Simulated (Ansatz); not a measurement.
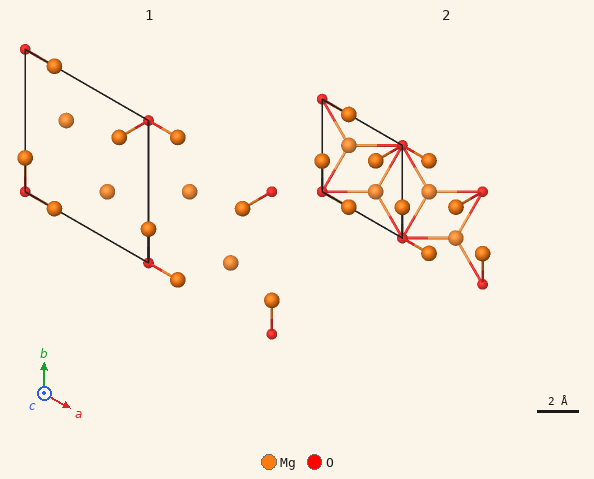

Two geometries of crystalline Mg₅O (a generated structure, set up in P-62m) (coarse preliminary run), drawn at one scale. One is the start of a relaxation, the other its converged end. A ball-and-stick model of the cell of the calculation, repeated 2 × 1 × 1 with one cell outlined, seen along the c axis.

Theory: DFT PBE, scalar-relativistic, plane waves, PAW in Ansatz. Settings: plane-wave cutoff 420 eV; k-point mesh 6 × 6 × 4; occupations gaussian; smearing width 0.1 eV; no spin polarisation; cell and atoms relaxed; force threshold 0.04 eV/Å; at most 70 steps.

Which geometry has the lower energy?

Structure 1 is the relaxed one. Over 23 accepted moves (28 points after the start) the energy falls by 824 meV per atom. Largest force component: 0.47 eV/Å at the start, 0.019 eV/Å at the end. Pressure: 21.45 GPa at the start and −0.05 GPa at the end. The line search rejected the trial steps at points 13, 15 of the run. The SCF was repeated 3 times at an unchanged geometry on a basis and grid sized afresh for the cell, which shifted the energy by 215 meV per atom at most. The largest moves relative to the cell, 0.66 Å, are those of Mg atoms. O stays in place. The volume changes by +42.5 %, with a = b 4.573 → 7.031 Å (+53.8 %), c 4.909 → 2.958 Å (−39.7 %). Near-neighbour distances that change, for instance: Mg–Mg 2.646 → 4.752 Å, Mg–Mg 2.640 → 4.059 Å, Mg–O 2.640 → 4.059 Å, Mg–O 2.885 → 2.230 Å. The space group stays P-62m (No. 189). The run took 3.4 min on 1 thread of Intel(R) Xeon(R) Platinum 8259CL CPU @ 2.50GHz (Skylake/Cascade Lake), on a shared host, peak memory 0.44 GiB.
